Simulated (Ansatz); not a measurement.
SiH$_{4}$···H$_{2}$S

Input

```
crystal:
  periodic: [false, false, false]
  atoms:
    - {symbol: Si, position_ang: [-0.897489, -0.250264, -1.051979]}
    - {symbol: S, position_ang: [0.998979, 0.659854, 2.045673]}
    - {symbol: H, position_ang: [-1.622501, -0.639550, -2.291281]}
    - {symbol: H, position_ang: [-1.480636, 1.006480, -0.522889]}
    - {symbol: H, position_ang: [-1.033433, -1.339917, -0.053804]}
    - {symbol: H, position_ang: [1.963112, 1.177894, 1.270012]}
    - {symbol: H, position_ang: [0.535488, -0.046557, -1.383512]}
    - {symbol: H, position_ang: [1.536580, -0.567840, 1.987780]}
basis:
  gaussian: {orbitals: def2-TZVPP}
hamiltonian: {xc: pbe0, dispersion: d4}
output: {orbitals: {seedname: orbitals}}
```

Run with:

```sh
ansatz run in.yaml --threads 2 --pin off --events-out ev --progress --plain --max-ram 4352MiB
```

The product side of a reaction path; geometry: PBE0-D4/def2-TZVP.

The calculation used RKS PBE0-D4/def2-TZVPP in Ansatz 0.2.0.

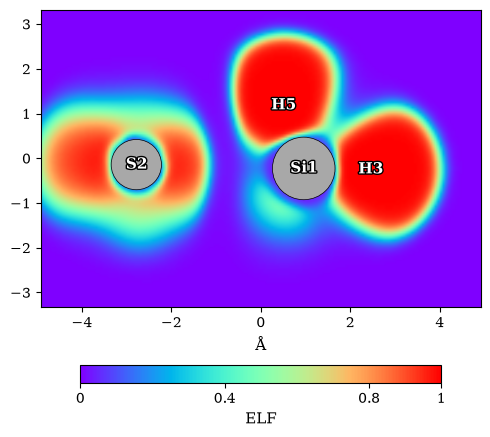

Figure 1. Electron localisation function on the plane of atoms H3, Si1 and H5. Grey discs cover the atomic cores.

> Read the bonding off the picture.

The plane passes through Si, S and H nuclei. Si1···S2 (3.74 Å): the ELF dips to about 0 between them: a non-bonded, intermolecular contact. Si–H (1.49 Å): the ELF climbs to about 1 towards the hydrogen, as it does in any bond to H. The ELF also peaks beside S2, away from the bonds: lone-pair regions.

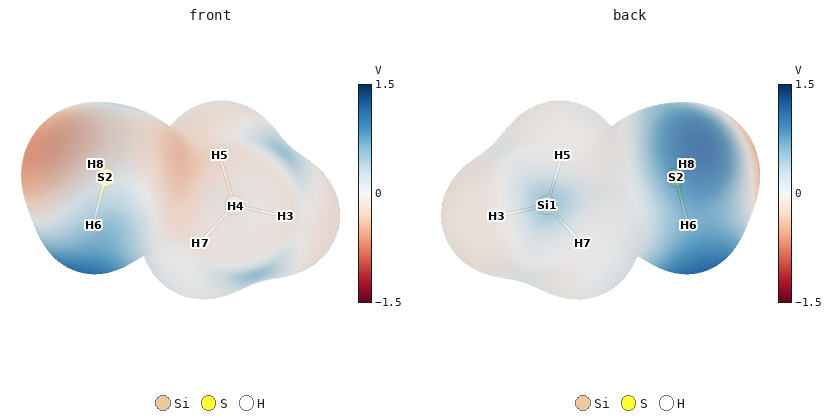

Figure 2. The molecular electrostatic potential painted on the density surface at 0.001 e/bohr³, seen from the front and from behind; red is negative and blue positive.

> Where is the surface potential most negative and most positive?

The most negative region (about −0.7 V) lies over S2, the most positive (about +1.1 V) over H6 and H8.

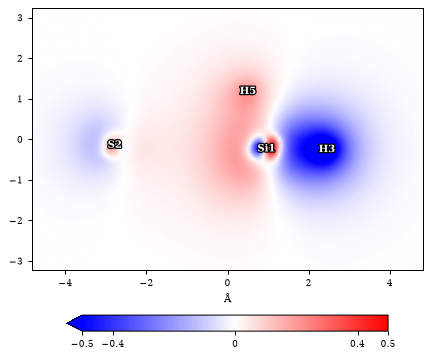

Figure 3. The HOMO−1 on the plane of atoms H3, Si1 and H5 (values in Å⁻³ᐟ²; the overall sign is arbitrary).

> Describe this orbital and give its energy.

It lies mainly on Si1 (about 40 %), H3 (about 30 %) and H4 (about 20 %). Its energy is −9.66 eV.
